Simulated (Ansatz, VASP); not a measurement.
# KTaO3: VASP beside Ansatz, part 2 of 2

Wanted: the spread between two codes on one cell, functional and k mesh.

VASP 6.6.1 and Ansatz 0.2.0.

So far: Set-up; VASP: band structure, HSE06.

## 3. Ansatz: band structure, HSE06

Level of this step: Ansatz beside VASP: Kohn-Sham DFT, plane waves, HSE06 (Ansatz).

Ansatz runs on its default PAW (the set named soft_2) files.

The same cell, functional, mesh and smearing now go to Ansatz, which takes its cutoff from its data sets.

input.yaml reads:

```yaml
crystal:
  lattice:
    - [3.9883, 0.0, 0.0]
    - [0.0, 3.9883, 0.0]
    - [0.0, 0.0, 3.9883]
  atoms:
    - { symbol: K, position: [0.5, 0.5, 0.5] }
    - { symbol: Ta, position: [0.0, 0.0, 0.0] }
    - { symbol: O, position: [0.5, 0.0, 0.0] }
    - { symbol: O, position: [0.0, 0.5, 0.0] }
    - { symbol: O, position: [0.0, 0.0, 0.5] }
hamiltonian:
  xc: { exchange: pbe, correlation: pbe, exx: { coeff: 0.25, omega: 0.2 } }
  pseudopotentials: { kind: paw }
kpoints:
  mp_grid: { grid: [4, 4, 4] }
  band_path:
    path:
      - [0.0, 0.0, 0.0]
      - [0.0, 0.3, 0.0]
      - [0.0, 0.5, 0.0]
      - [0.3, 0.5, 0.0]
      - [0.5, 0.5, 0.0]
      - [0.2, 0.2, 0.0]
      - [0.1, 0.1, 0.1]
      - [0.4, 0.4, 0.4]
      - [0.5, 0.5, 0.5]
      - [0.4, 0.5, 0.4]
      - [0.1, 0.5, 0.1]
      - [0.5, 0.5, 0.1]
      - [0.5, 0.5, 0.5]
    npoints: 1
scf:
  occupations: { method: gaussian, width: 0.02 }
  n_extra_bands: 8
output:
  forces: true
  stress: true
  eigenvalues: true
  write_density: true
  write_potential: true
  elf: true
  volumetric_format: npy
```

Run with:

```console
> ansatz run input.yaml --threads 4 --pin off --max-ram 9216MiB --backend cpu --events-out ev --progress --plain --runs-dir out
```

Numbers of over 12 decimals in the logs are rounded to 6 here.

The log of the run:

```text
Warning: output.stress: scf.convergence.dr2_threshold = 1e-7 eV (the SCF's general default) is looser than the 5e-10 eV advised for a printed stress (1e-10 eV for each atom of the cell: 5). What an SCF threshold leaves in a stress goes as its square root, and in the free energy as the threshold itself, and one threshold admits the most on a small cell: [figures from the program's tests cut] Set scf.convergence.dr2_threshold to 5e-10 eV or tighter. The threshold is an SCF's pass mark: one that does not reach it within its budget of iterations ends unconverged, or closes short of it on a stop that the run arms, and scf.convergence.dr2_threshold's page says what that costs each kind of run
Warning: output.stress: scf.exx.energy_threshold = 1e-6 eV is looser than the 5e-8 eV advised for a stress under a hybrid functional (1e-8 eV for each atom of the cell: 5). Every SCF of the exchange loop can meet its threshold on dr2 while the loop round them stops early: no threshold on dr2 bounds what that leaves in the stress. Set scf.exx.energy_threshold to 5e-8 eV or tighter. The threshold is the loop's pass mark: a loop that does not reach it within its budget of cycles ends unconverged, and scf.exx.energy_threshold's page has the law
scf.n_extra_bands = 8 over 20 filled bands (N_el = 40.0): the run solves 28 bands
Engine: ansatz 0.2.0, x86_64-unknown-linux-gnu
Pseudopotentials: kind: paw
Pseudopotential: K, paw, valence charge 9, recommended cutoff 420 eV (normal), K.paw.azcp
Pseudopotential: Ta, paw, valence charge 13, recommended cutoff 420 eV (normal), Ta.paw.azcp
Pseudopotential: O, paw, valence charge 6, recommended cutoff 420 eV (normal), O.paw.azcp
Functional definition: unnamed
  parameter a_1 = 0.25
  parameter omega_1 = 0.2/angstrom
  exchange = pbe_x + (-a_1)*pbe_x_sr(omega_1) + a_1*exact_x_sr(omega_1)
  correlation = pbe_c
Crystal: 5 atoms, lattice volume = 63.440 Å³
Basis set: ecut = 420 eV, 1237 PW (Γ), exchange–correlation on 54×54×54 points (8 copies of the dense FFT grid, shifted against one another)
Bands: 28, of which v1, the nominal top of the filled ones, is band 20 counted from 1 (19 counted from 0)
Symmetry: 48 space group operations
Space group: Pm-3m (ITA 221), of the structure as read, at distance tolerance 4.0e-5 Å
k-points: 10 of 64
Non-local potential: K, projectors of the file, l = 0: 3, l = 1: 2, l = 2: 2
Non-local potential: Ta, projectors of the file, l = 0: 3, l = 1: 2, l = 2: 2, l = 3: 1
Non-local potential: O, projectors of the file, l = 0: 2, l = 1: 2, l = 2: 1
PAW form: soft (Blöchl's): semilocal exchange-correlation on the pseudo side does not see the compensation charge
PAW frozen core: K, regenerated for the run's functional, and the local potential with it (the file was generated under x = pbe(κ = 0.804, μ = 0.219515), c = pbe(β = 0.066725))
PAW frozen core: Ta, regenerated for the run's functional, and the local potential with it (the file was generated under x = pbe(κ = 0.804, μ = 0.219515), c = pbe(β = 0.066725))
PAW frozen core: O, regenerated for the run's functional, and the local potential with it (the file was generated under x = pbe(κ = 0.804, μ = 0.219515), c = pbe(β = 0.066725))
PAW one-centre angular grid: K, 110 points (default); XC on 64 Gauss nodes
PAW one-centre angular grid: Ta, 590 points (default); XC on 64 Gauss nodes
PAW one-centre angular grid: O, 110 points (default); XC on 96 Gauss nodes
Initial density: superposition of atomic densities (neutral atoms: chi_scale 0, normalization atom), corrected by the library's trained network
Initial wavefunctions: pseudopotential atomic-orbital guess
Functional: x = pbe(κ = 0.804, μ = 0.219515), c = pbe(β = 0.066725), warm-up for x = pbe(κ = 0.804, μ = 0.219515) + 0.25 (exact − pbe) at short range (hse, ω = 0.2 Å⁻¹), c = pbe(β = 0.066725)
SCF iter   1: F=—  HF=-13178.177995 eV  |F-HF|=—  |Δ(HF+E_count)|=         —  Δρ=3.91e-3  dr2=1.33e-2  ethr=1.77e-3  ⟨swp⟩=13.6  Hψ=1362  notcnv=2
preconditioner: auto → none  [insulator: Δε(μ)=2.335 eV  Ē_g=14.716 eV  σ=0.020 eV  W_gap=1.00  n_scr=18 (ndim 8)  ℏωp=25.5 eV  f_vac=0.012  D(μ)=0.00/eV (n_scr^D=0)]
SCF iter   2: F=—  HF=-13178.176761 eV  |F-HF|=—  |Δ(HF+E_count)|=   1.23e-3  Δρ=3.75e-3  dr2=8.07e-3  ethr=3.33e-5  ⟨swp⟩=5.5  Hψ=876  notcnv=0  defer=3
iter 3 solved again at ethr=2.20e-7 eV; its pass at ethr=2.02e-5 eV (dr2=8.81e-5 eV) is discarded
SCF iter   3: F=-13178.174967 eV  HF=-13178.174930 eV  |F-HF|=3.68e-5  |Δ(HF+E_count)|=   1.83e-3  Δρ=5.34e-4  dr2=9.65e-5  ethr=2.20e-7  ⟨swp⟩=3.8  Hψ=1240  notcnv=0  defer=1
SCF 1 stopped early in 3 iterations: F = -13178.174967 eV  dr2 = 9.65e-5
  greatest PAW one-centre occupation: 0.998 electrons in one spin orbital (limit 2), on the Ta atom at site 1 (counted from 0), in its partial waves of l = 0
Initial density: handed on by an earlier stage of this run
Initial wavefunctions: those handed on with the density
Functional: x = pbe(κ = 0.804, μ = 0.219515) + 0.25 (exact − pbe) at short range (hse, ω = 0.2 Å⁻¹), c = pbe(β = 0.066725)
Exchange kernel: α = 0.2500, screened, ω = 0.2000 Å⁻¹, Wigner–Seitz truncation, v(0) = 1113.2534 eV·Å³, q-mesh 4×4×4, nearest image of the exchange supercell L = 15.95 Å, pair-density grid 20×20×20, without the augmentation charges, whose exchange is taken in its separable form by FFT convolution over the k-point mesh (sized by the pseudopotential files, 27×27×27 at the most), smooth part of the exact exchange by density-matrix convolution
Frozen-core exchange: fock
SCF iter   1: F=—  HF=-13179.148015 eV  |F-HF|=—  |Δ(HF+E_count)|=         —  Δρ=1.32e-2  dr2=1.83e-1  ethr=2.41e-6  ⟨swp⟩=7.3  Hψ=1350  notcnv=0
preconditioner: auto → none  [insulator: Δε(μ)=3.953 eV  Ē_g=17.118 eV  σ=0.020 eV  W_gap=1.00  n_scr=18 (ndim 8)  ℏωp=25.5 eV  f_vac=0.012  D(μ)=0.00/eV (n_scr^D=0)]
SCF iter   2: F=—  HF=-13179.102322 eV  |F-HF|=—  |Δ(HF+E_count)|=   4.57e-2  Δρ=1.07e-2  dr2=6.07e-2  ethr=2.41e-6  ⟨swp⟩=5.2  Hψ=1112  notcnv=0
SCF iter   3: F=—  HF=-13179.089741 eV  |F-HF|=—  |Δ(HF+E_count)|=   1.26e-2  Δρ=2.49e-3  dr2=4.79e-3  ethr=2.41e-6  ⟨swp⟩=4.4  Hψ=929  notcnv=0
SCF iter   4: F=—  HF=-13179.105183 eV  |F-HF|=—  |Δ(HF+E_count)|=   1.54e-2  Δρ=1.82e-3  dr2=2.35e-3  ethr=2.41e-6  ⟨swp⟩=4.2  Hψ=839  notcnv=0
SCF iter   5: F=—  HF=-13179.104523 eV  |F-HF|=—  |Δ(HF+E_count)|=   6.60e-4  Δρ=4.79e-4  dr2=8.21e-5  ethr=2.41e-6  ⟨swp⟩=3.4  Hψ=569  notcnv=0
SCF iter   6: F=-13179.104681 eV  HF=-13179.104668 eV  |F-HF|=1.30e-5  |Δ(HF+E_count)|=   1.45e-4  Δρ=1.54e-4  dr2=7.74e-6  ethr=1.59e-7  ⟨swp⟩=3.4  Hψ=636  notcnv=0  defer=1
SCF 2 stopped early in 6 iterations: F = -13179.104681 eV  dr2 = 7.74e-6
  greatest PAW one-centre occupation: 0.997 electrons in one spin orbital (limit 2), on the Ta atom at site 1 (counted from 0), in its partial waves of l = 0
hybrid outer 1: dexx = +1.722e-2 eV, tail = 4.57e-5 eV
Exchange kernel: α = 0.2500, screened, ω = 0.2000 Å⁻¹, Wigner–Seitz truncation, v(0) = 1113.2534 eV·Å³, q-mesh 4×4×4, nearest image of the exchange supercell L = 15.95 Å, pair-density grid 20×20×20, without the augmentation charges, whose exchange is taken in its separable form by FFT convolution over the k-point mesh (sized by the pseudopotential files, 27×27×27 at the most), smooth part of the exact exchange by density-matrix convolution
Frozen-core exchange: fock
SCF iter   1: F=—  HF=-13179.104296 eV  |F-HF|=—  |Δ(HF+E_count)|=         —  Δρ=4.67e-5  dr2=8.22e-7  ethr=5.71e-7  ⟨swp⟩=5.2  Hψ=707  notcnv=0
preconditioner: auto → none  [insulator: Δε(μ)=3.592 eV  Ē_g=16.948 eV  σ=0.020 eV  W_gap=1.00  n_scr=18 (ndim 8)  ℏωp=25.5 eV  f_vac=0.012  D(μ)=0.00/eV (n_scr^D=0)]
SCF iter   2: F=—  HF=-13179.104297 eV  |F-HF|=—  |Δ(HF+E_count)|=   1.27e-6  Δρ=2.79e-5  dr2=2.82e-7  ethr=1.67e-9  ⟨swp⟩=4.3  Hψ=738  notcnv=0  defer=2
SCF iter   3: F=—  HF=-13179.104297 eV  |F-HF|=—  |Δ(HF+E_count)|=   7.45e-8  Δρ=1.09e-5  dr2=2.00e-8  ethr=6.46e-10  ⟨swp⟩=3.1  Hψ=529  notcnv=0  defer=1
SCF iter   4: F=-13179.104297 eV  HF=-13179.104297 eV  |F-HF|=1.95e-10  |Δ(HF+E_count)|=   3.17e-9  Δρ=7.09e-7  dr2=3.15e-9  ethr=4.28e-11  ⟨swp⟩=3.7  Hψ=649  notcnv=0  defer=4
SCF 3 converged in 4 iterations: F = -13179.104297 eV  dr2 = 3.15e-9
  Residual-converged pass: ⟨swp⟩=3.0  Hψ=551  notcnv=0  max |occ|·‖R‖ = 2.3e-6 eV (tolerance 2.4e-6 eV)  dr2=3.20e-9  dr2_onsite=3.05e-11  max |Δocc| = 0.0e0
hybrid outer 2: dexx = +1.036e-6 eV, tail = 2.21e-8 eV, Δε = 2.81e-3 eV (about 7.34e-5 eV left of the loop's levels)
NSCF: frozen V_eff on 13 k-points
hybrid SCF converged: 2 outer / 10 inner (+3 warm-up), last move |dexx| = 1.04e-6 eV, tail = 2.21e-8 eV
Stability not checked: this state was not tested for a lower state beside it, because the functional holds exact exchange (a hybrid, or Hartree-Fock), whose exchange loop this test does not read (fock_operator; see scf.lower_state_search)
Free energy (F): -13179.104297 eV
Frozen-core exchange: fock
Harris-Foulkes:  -13179.104297 eV  (|F-HF|=1.95e-10)
Internal energy: -13179.104297 eV  (E = F + TS)
E sigma→0 (E₀):  -13179.104297 eV
Fermi energy:    9.486872 eV
--- Per-component energies (eV) ---
  E_band       = -333.244491
  E_kinetic    = 1146.877777
  E_local      = -2214.361962  (includes V_loc(G=0)·N_el)
  E_nonlocal   = 168.731853
  E_hartree    = 773.975153
  E_xc         = -459.738690
  E_vxc        = -517.648707  (∫ρ·V_xc dr)
  E_exx        = -119.251426  (= α·E_x^exact, valence–valence)
  E_paw        = -9650.432942  (= ΣΔE_a)
  E_vpaw       = -226.298277  (= ΣTr[D̂ρ^β])
  E_aug_tail   = 0.007366  (compensation charges beyond the density's cutoff)
  E_ewald      = -2821.337382
  E_core_change = -3.574049  (= ΣΔE_core)
  E_smearing   = -0.000000  (= −TS)
  E_closure    = 0.000004  (closes the sum)
  Σ components = -13179.104297   (vs F -13179.104297, Δ=-1.82e-12)
--- Forces (eV/Å), atoms counted from 1 ---
  atom   1  K      0.00000000    -0.00000000     0.00000000
  atom   2  Ta    -0.00000000    -0.00000000    -0.00000000
  atom   3  O      0.00000000    -0.00000000    -0.00000000
  atom   4  O      0.00000000    -0.00000000     0.00000000
  atom   5  O      0.00000000    -0.00000000     0.00000000
  max |Σ_I F_I| component: 2.76e-29 eV/Å
--- Stress (GPa, compression-positive) ---
       -0.311852      -0.000000       0.000000
        0.000000      -0.311852       0.000000
        0.000000       0.000000      -0.311852
  P = ⅓ Tr σ = -0.3119 GPa (-3.119 kbar)
--- Band table (eV; the first three rows and the last of 10) ---
  k-point 0: bands = [... 16 lower, 6.5605, 7.0374, 7.0374, 7.0374, 11.2831, 11.2831, 11.2831, 16.0078, ... 4 higher]
  k-point 1: bands = [... 16 lower, 5.9197, 6.3177, 6.8646, 6.8646, 11.3642, 12.8436, 12.8436, 16.0581, ... 4 higher]
  k-point 2: bands = [... 16 lower, 5.4140, 6.0914, 6.7923, 6.7923, 11.4490, 14.3384, 14.3384, 16.0736, ... 4 higher]
  k-point 9: bands = [... 16 lower, 3.5083, 7.6907, 7.6907, 7.6907, 15.9847, 15.9847, 15.9847, 18.4562, ... 4 higher]
```

Wall time 68 s (4 threads of Intel Xeon Platinum 8259CL at 2.50GHz (Skylake/Cascade Lake), shared host); peak memory 1.1 GiB.

## 4. Differences

Known differences besides the PAW data sets themselves: exact exchange at q = 0 is treated differently, which shows on coarse meshes; VASP keeps PBE cores, Ansatz makes them for the functional; the data sets hold 40 valence electrons in Ansatz (default PAW (the set named soft_2) files) and 38 in VASP; the cutoff is 420 eV in Ansatz and 520 eV in VASP; VASP takes a coarser grid for exact exchange (PRECFOCK = Fast). Total energies have different zeros and are not compared.

Both answers:

```csv
quantity,Ansatz,VASP,difference
gap over the path points (eV),3.592,3.506,+0.087
```

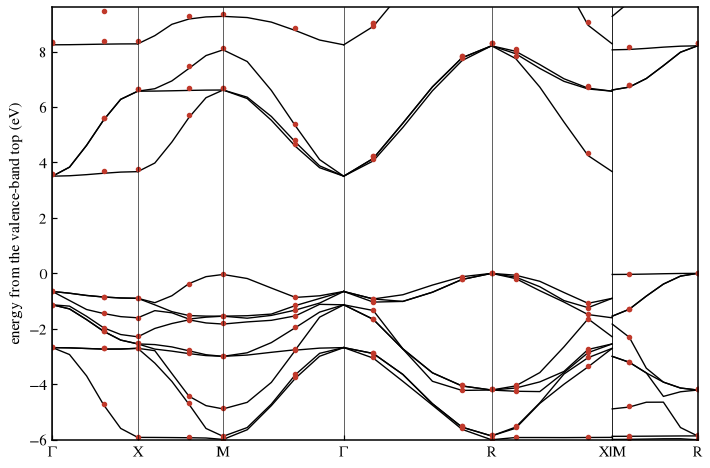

Bands from VASP (lines) and levels from Ansatz (dots). Dots without a line are higher empty bands that the VASP plot leaves out.

Levels at points of the path, from each program's valence-band top (eV; 4 filled, then empty):

```csv
k (reciprocal lattice),Ansatz,VASP
0.000 0.000 0.000,-1.13 -0.65 -0.65 -0.65 3.59 3.59 3.59,-1.14 -0.65 -0.65 -0.65 3.51 3.51 3.51
0.000 0.300 0.000,-1.95 -1.44 -0.85 -0.85 3.70 5.61 5.61,-1.96 -1.45 -0.85 -0.85 3.61 5.53 5.53
0.000 0.500 0.000,-2.28 -1.60 -0.90 -0.90 3.76 6.65 6.65,-2.29 -1.60 -0.90 -0.90 3.67 6.57 6.57
0.300 0.500 0.000,-1.67 -1.63 -1.51 -0.37 5.70 6.68 7.47,-1.68 -1.65 -1.52 -0.37 5.62 6.60 7.39
0.500 0.500 0.000,-1.81 -1.53 -1.53 -0.04 6.69 6.69 8.15,-1.83 -1.54 -1.54 -0.04 6.62 6.62 8.06
0.200 0.200 0.000,-1.53 -1.32 -1.15 -0.86 4.66 4.81 5.39,-1.53 -1.32 -1.16 -0.87 4.58 4.73 5.32
0.100 0.100 0.100,-1.33 -1.03 -0.92 -0.92 4.14 4.23 4.23,-1.34 -1.04 -0.92 -0.92 4.06 4.15 4.15
0.400 0.400 0.400,-4.04 -0.22 -0.22 -0.12 7.75 7.86 7.86,-4.06 -0.22 -0.22 -0.12 7.67 7.78 7.78
0.500 0.500 0.500,-4.18 0.00 0.00 0.00 8.29 8.29 8.29,-4.21 0.00 0.00 0.00 8.21 8.21 8.21
0.400 0.500 0.400,-4.04 -0.19 -0.14 -0.07 7.83 8.01 8.10,-4.06 -0.19 -0.14 -0.07 7.75 7.92 8.01
```

Among the levels compared (up to four filled and three empty ones at each point), filled levels agree within 27 meV and empty ones within 89 meV.

## 5. Outcome

| Property | Result |
| --- | --- |
| difference in gap over the path points (band structure, HSE06) | 0.087 eV |

In words: The difference in gap over the path points is 0.087 eV (band structure, HSE06), beyond the 0.08 eV picked in this series as the mark of a large difference. Differences of this kind measure data sets and numerical settings, not the functional's error against experiment.

[Lines on the potential files, build, host, timing and source positions are cut from VASP's logs without a mark.]

[Logs are printed without paths, hosts, clocks, repeated set-up lines and the standing remarks that a program may print on its own settings, such as how far it seeks lower states.]

[Hosts, paths, dates, database ids (printed as entryN), source tags and the programs' standing remarks are cut or masked in the printed files.]
